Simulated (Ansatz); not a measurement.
# Run report: BSiH₄ClOF₂, nudged elastic band (part 2 of 2)

BSiH₄ClOF₂; RKS B3LYP-D4/def2-SVP (Ansatz 0.2.0). It belongs to a series of runs on one base structure; here: band between the two ends.

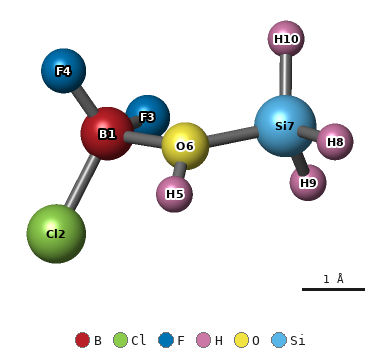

The input geometry (ball-and-stick view, seen at a tilt; atoms are numbered from 1 in the order of the input).

The last band as extended XYZ, continued:
```
10
Properties=species:S:1:pos:R:3:forces:R:3 image=7 energy=-28616.99242
B    -1.3785    0.3706    0.1121   -0.0072   0.0103  -0.0034
Cl   -0.8025   -2.8176   -0.0247    0.0288  -0.0060  -0.0123
F    -1.6635    0.7513   -1.1280   -0.0088   0.0149   0.0119
F    -2.3781    0.0990    0.9310   -0.0027  -0.0043  -0.0125
H    -0.3434   -1.9761    0.8417   -0.0026  -0.0013   0.0192
O    -0.1044    0.2900    0.5480   -0.0055   0.0067   0.0028
Si    1.3589    0.7298   -0.1828    0.0057   0.0040   0.0013
H     2.4240    0.3157    0.7633   -0.0067  -0.0110  -0.0037
H     1.5135    0.0330   -1.4860   -0.0101  -0.0091   0.0033
H     1.3739    2.2044   -0.3746    0.0091  -0.0044  -0.0066
10
Properties=species:S:1:pos:R:3:forces:R:3 image=8 energy=-28617.00649
B    -1.4231    0.4220    0.1044   -0.0243  -0.0224  -0.0017
Cl   -0.5009   -2.7970   -0.0350    0.0163   0.0018  -0.0013
F    -1.7099    0.8466   -1.1208    0.0085   0.0142   0.0022
F    -2.4254    0.0762    0.8942    0.0055   0.0046   0.0002
H    -0.3422   -1.9555    0.9323   -0.0018   0.0028   0.0046
O    -0.1555    0.3501    0.5523    0.0025   0.0138  -0.0032
Si    1.3271    0.6935   -0.1920   -0.0029  -0.0021  -0.0010
H     2.3702    0.1808    0.7297   -0.0036  -0.0083  -0.0008
H     1.4076    0.0168   -1.5114   -0.0050  -0.0027   0.0003
H     1.4521    2.1664   -0.3538    0.0047  -0.0017   0.0006
10
Properties=species:S:1:pos:R:3:forces:R:3 image=9 energy=-28617.01216
B    -1.4671    0.4630    0.0863   -0.0070  -0.0234  -0.0157
Cl   -0.2480   -2.8269    0.0776    0.0056  -0.0025  -0.0016
F    -1.7389    0.9710   -1.1101    0.0005   0.0094   0.0056
F    -2.4780    0.0683    0.8406    0.0019   0.0114   0.0049
H    -0.2879   -1.8614    0.9362    0.0012   0.0069   0.0047
O    -0.2035    0.3430    0.5344   -0.0023   0.0007  -0.0003
Si    1.2936    0.6483   -0.2037    0.0039  -0.0003   0.0042
H     2.3111    0.0276    0.6785   -0.0017  -0.0032  -0.0012
H     1.3241    0.0476   -1.5609   -0.0023   0.0017  -0.0017
H     1.4945    2.1195   -0.2791    0.0002  -0.0007   0.0011
10
Properties=species:S:1:pos:R:3:forces:R:3 image=10 energy=-28617.01442
B    -1.4999    0.5061    0.0713   -0.0053  -0.0051  -0.0022
Cl   -0.0593   -2.8970    0.2462   -0.0021   0.0268   0.0172
F    -1.7498    1.1702   -1.0509   -0.0009  -0.0076   0.0178
F    -2.5233    0.0669    0.7815    0.0013   0.0110  -0.0101
H    -0.2318   -1.7928    0.9019    0.0015  -0.0257  -0.0177
O    -0.2403    0.2730    0.4885   -0.0042  -0.0032  -0.0012
Si    1.2665    0.6023   -0.2267    0.0111   0.0060  -0.0067
H     2.2703   -0.0839    0.6203   -0.0017   0.0015  -0.0011
H     1.2846    0.0822   -1.6170    0.0010   0.0002   0.0035
H     1.4830    2.0730   -0.2152   -0.0007  -0.0038   0.0006
```

The run was set up as follows.

Input:
```yaml
crystal:
  periodic: [false, false, false]
  atoms:
    - { symbol: B, position_ang: [-1.451092, -0.31959, 0.032343] }
    - { symbol: Cl, position_ang: [-1.768822, -2.118164, -0.198174] }
    - { symbol: F, position_ang: [-1.318053, 0.399967, -1.119258] }
    - { symbol: F, position_ang: [-2.186143, 0.269242, 0.991555] }
    - { symbol: H, position_ang: [0.33581, -1.211502, 0.902572] }
    - { symbol: O, position_ang: [0.116016, -0.312472, 0.607067] }
    - { symbol: Si, position_ang: [1.334892, 0.652575, -0.184967] }
    - { symbol: H, position_ang: [2.549498, 0.422567, 0.638073] }
    - { symbol: H, position_ang: [1.531592, 0.172101, -1.570649] }
    - { symbol: H, position_ang: [0.856302, 2.045376, -0.098562] }
basis:
  gaussian: { orbitals: def2-SVP }
hamiltonian:
  xc: b3lyp
  dispersion: d4
neb:
  order_check: false
  images: 9
  f_tol: 0.05
  max_iterations: 29
  final_atoms:
    - { symbol: B, position_ang: [-1.49990982, 0.50610281, 0.07131811] }
    - { symbol: Cl, position_ang: [-0.0593385, -2.89701327, 0.24620642] }
    - { symbol: F, position_ang: [-1.74979436, 1.17023531, -1.05091835] }
    - { symbol: F, position_ang: [-2.5233123, 0.0669296, 0.7815371] }
    - { symbol: H, position_ang: [-0.23183071, -1.79282805, 0.90194757] }
    - { symbol: O, position_ang: [-0.24029133, 0.27297829, 0.4885295] }
    - { symbol: Si, position_ang: [1.26652661, 0.60227777, -0.22671062] }
    - { symbol: H, position_ang: [2.2702942, -0.08385957, 0.62027352] }
    - { symbol: H, position_ang: [1.28462813, 0.08222866, -1.61702778] }
    - { symbol: H, position_ang: [1.4830281, 2.07304846, -0.21515547] }
  initial_path:
    images:
      - { positions_ang: [[-1.451092, -0.31959, 0.032343], [-1.768822, -2.118164, -0.198174], [-1.318053, 0.399967, -1.119258], [-2.186143, 0.269242, 0.991555], [0.33581, -1.211502, 0.902572], [0.116016, -0.312472, 0.607067], [1.334892, 0.652575, -0.184967], [2.549498, 0.422567, 0.638073], [1.531592, 0.172101, -1.570649], [0.856302, 2.045376, -0.098562]] }
      - { positions_ang: [[-1.46471545, -0.28549715, 0.02834283], [-1.69939894, -2.15640916, -0.11899746], [-1.39129936, 0.36283074, -1.14227886], [-2.19887972, 0.29166397, 0.98446518], [0.27660612, -1.25149892, 0.83484476], [0.12598719, -0.28006906, 0.57830325], [1.35404047, 0.66384025, -0.17738038], [2.54232791, 0.38793121, 0.65368879], [1.55228386, 0.20762607, -1.56631982], [0.90304793, 2.05968206, -0.07466829]] }
      - { positions_ang: [[-1.4783389, -0.2514043, 0.02434266], [-1.62997589, -2.19465432, -0.03982093], [-1.46454573, 0.32569448, -1.16529973], [-2.21161643, 0.31408593, 0.97737536], [0.21740224, -1.29149585, 0.76711751], [0.13595837, -0.24766613, 0.5495395], [1.37318895, 0.6751055, -0.16979376], [2.53515782, 0.35329541, 0.66930459], [1.57297571, 0.24315114, -1.56199064], [0.94979385, 2.07398812, -0.05077457]] }
      - { positions_ang: [[-1.49196234, -0.21731145, 0.02034248], [-1.56055283, -2.23289948, 0.03935561], [-1.53779209, 0.28855822, -1.18832059], [-2.22435315, 0.3365079, 0.97028555], [0.15819835, -1.33149277, 0.69939027], [0.14592956, -0.21526319, 0.52077575], [1.39233742, 0.68637075, -0.16220714], [2.52798774, 0.31865962, 0.68492038], [1.59366757, 0.27867622, -1.55766145], [0.99653978, 2.08829417, -0.02688086]] }
      - { positions_ang: [[-1.50558579, -0.1832186, 0.01634231], [-1.49112977, -2.27114463, 0.11853214], [-1.61103846, 0.25142196, -1.21134145], [-2.23708986, 0.35892986, 0.96319573], [0.09899447, -1.37148969, 0.63166303], [0.15590074, -0.18286025, 0.492012], [1.41148589, 0.697636, -0.15462052], [2.52081765, 0.28402383, 0.70053618], [1.61435942, 0.31420129, -1.55333227], [1.04328571, 2.10260023, -0.00298715]] }
      - { positions_ang: [[-1.51920924, -0.14912575, 0.01234214], [-1.42170671, -2.30938979, 0.19770868], [-1.68428482, 0.2142857, -1.23436231], [-2.24982658, 0.38135183, 0.95610591], [0.03979059, -1.41148661, 0.56393578], [0.16587193, -0.15045731, 0.46324825], [1.43063436, 0.70890125, -0.1470339], [2.51364756, 0.24938804, 0.71615197], [1.63505128, 0.34972636, -1.54900309], [1.09003164, 2.11690629, 0.02090657]] }
      - { positions_ang: [[-1.51534936, -0.01808004, 0.02413733], [-1.14923307, -2.42691449, 0.20740823], [-1.69738673, 0.40547562, -1.19767352], [-2.30452372, 0.31846738, 0.92119215], [-0.01453367, -1.4877549, 0.63153814], [0.08463928, -0.06577019, 0.4683045], [1.39781281, 0.68757655, -0.16296924], [2.46497689, 0.18273851, 0.69697628], [1.56496665, 0.29622682, -1.56260803], [1.16863093, 2.10813473, -0.02630584]] }
      - { positions_ang: [[-1.51148947, 0.11296567, 0.03593253], [-0.87675943, -2.54443918, 0.21710778], [-1.71048864, 0.59666555, -1.16098473], [-2.35922087, 0.25558294, 0.88627839], [-0.06885793, -1.56402319, 0.6991405], [0.00340662, 0.01891693, 0.47336075], [1.36499126, 0.66625186, -0.17890459], [2.41630622, 0.11608899, 0.67780059], [1.49488202, 0.24272728, -1.57621297], [1.24723022, 2.09936316, -0.07351825]] }
      - { positions_ang: [[-1.50762959, 0.24401138, 0.04772772], [-0.60428579, -2.66196388, 0.22680732], [-1.72359055, 0.78785547, -1.12429594], [-2.41391801, 0.19269849, 0.85136462], [-0.12318219, -1.64029147, 0.76674286], [-0.07782603, 0.10360405, 0.478417], [1.33216971, 0.64492716, -0.19483993], [2.36763554, 0.04943947, 0.6586249], [1.42479739, 0.18922774, -1.58981791], [1.32582951, 2.09059159, -0.12073066]] }
      - { positions_ang: [[-1.5037697, 0.3750571, 0.05952292], [-0.33181214, -2.77948857, 0.23650687], [-1.73669245, 0.97904539, -1.08760714], [-2.46861516, 0.12981404, 0.81645086], [-0.17750645, -1.71655976, 0.83434521], [-0.15905868, 0.18829117, 0.48347325], [1.29934816, 0.62360246, -0.21077528], [2.31896487, -0.01721005, 0.63944921], [1.35471276, 0.1357282, -1.60342284], [1.40442881, 2.08182003, -0.16794306]] }
      - { positions_ang: [[-1.49990982, 0.50610281, 0.07131811], [-0.0593385, -2.89701327, 0.24620642], [-1.74979436, 1.17023531, -1.05091835], [-2.5233123, 0.0669296, 0.7815371], [-0.23183071, -1.79282805, 0.90194757], [-0.24029133, 0.27297829, 0.4885295], [1.26652661, 0.60227777, -0.22671062], [2.2702942, -0.08385957, 0.62027352], [1.28462813, 0.08222866, -1.61702778], [1.4830281, 2.07304846, -0.21515547]] }
```

Command:
```bash
ansatz run input.yaml --threads 2 --pin off --max-ram 3072MiB --backend cpu --events-out ev --progress --plain --runs-dir out
```

Key numbers:

- outcome: converged
- barrier, forward: 0.637 eV
- barrier, backward: 0.931 eV
- hardware: 2 threads of Intel Xeon @ 2.50GHz (Skylake/Cascade Lake), 189 GiB of memory available, shared host
- wall time: 19 min (CPU time 36 min)
- peak memory: 0.28 GiB

Notes:

The order of the saddle point was not checked.
